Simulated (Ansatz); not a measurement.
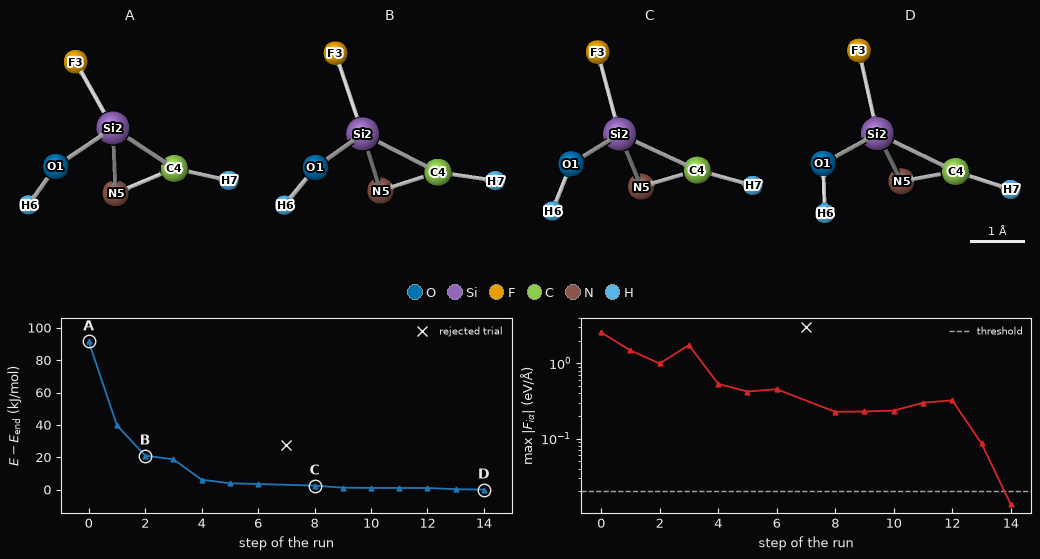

Frames of a relaxation of CH₂FNOSi, marked on the history of the run. Style: ball-and-stick. Shown at a tilt.

The run prepares an end point of a later path (hydrogen shift) calculation, from a guessed geometry.

These are results of Ansatz, RKS B3LYP/def2-SVP, not measurements.

The input:
```yaml
crystal:
  periodic: [false, false, false]
  atoms:
    - { symbol: O, position_ang: [-0.9022, -0.4192, 1.4593] }
    - { symbol: Si, position_ang: [0.1076, -0.6674, 0.2166] }
    - { symbol: F, position_ang: [1.5368, -0.903, 0.8073] }
    - { symbol: C, position_ang: [0.1196, 0.1523, -1.3243] }
    - { symbol: "N", position_ang: [0.1727, 1.0316, -0.459] }
    - { symbol: H, position_ang: [-0.9634, 0.5892, 1.6597] }
    - { symbol: H, position_ang: [-0.0098, 0.1485, -2.4053] }
basis:
  gaussian: { orbitals: def2-SVP }
hamiltonian:
  xc: b3lyp
relax:
  f_tol: 0.02
  max_steps: 50
```

Command:
```bash
ansatz run input.yaml --threads 2 --pin off --max-ram 3072MiB --backend cpu --events-out ev --progress --plain --runs-dir out
```

**Describe the path.**

After 13 accepted moves (14 points after the start) the energy has fallen by 91.6 kJ/mol. The largest force component goes from 2.6 to 0.013 eV/Å. The line search rejected the trial step at point 7 of the run. H6 moves most after the best rigid fit: 0.66 Å. By element the largest moves are H 0.66 Å, N 0.51 Å, Si 0.47 Å, O 0.30 Å, F 0.27 Å, C 0.09 Å. Near-neighbour distances that change, for instance: C4–N5 1.235 → 1.309 Å, Si2–N5 1.830 → 1.759 Å, O1–H6 1.030 → 0.965 Å, Si2–F3 1.564 → 1.607 Å. Bond angles that change, for instance: O1–Si2–N5 99.4° → 124.3°, F3–Si2–N5 104.3° → 119.4°, Si2–C4–H7 150.9° → 164.8°. The run took 13 s on 2 threads of AMD EPYC 9B45 (Zen 5), with other jobs on the host, peak memory 0.19 GiB. From step 0 to 2: N5 moves most (0.35 Å), energy −70.5 kJ/mol. From step 2 to 8: H6 moves most (0.22 Å), energy −18.5 kJ/mol. From step 8 to 14: H6 moves most (0.27 Å), energy −2.47 kJ/mol.

```
step  E − E(0), kJ/mol  largest force component, eV/Å      note
   0              0.00                         2.5666          
   1            -51.85                         1.4793          
   2            -70.54                         0.9927          
   3            -72.83                         1.7425          
   4            -85.41                         0.5336          
   5            -87.64                         0.4210          
   6            -88.08                         0.4522          
   7            -63.75                         3.0601  rejected
   8            -89.08                         0.2267          
   9            -90.35                         0.2290          
  10            -90.51                         0.2349          
  11            -90.53                         0.2990          
  12            -90.57                         0.3219          
  13            -91.29                         0.0863          
  14            -91.55                         0.0134
```
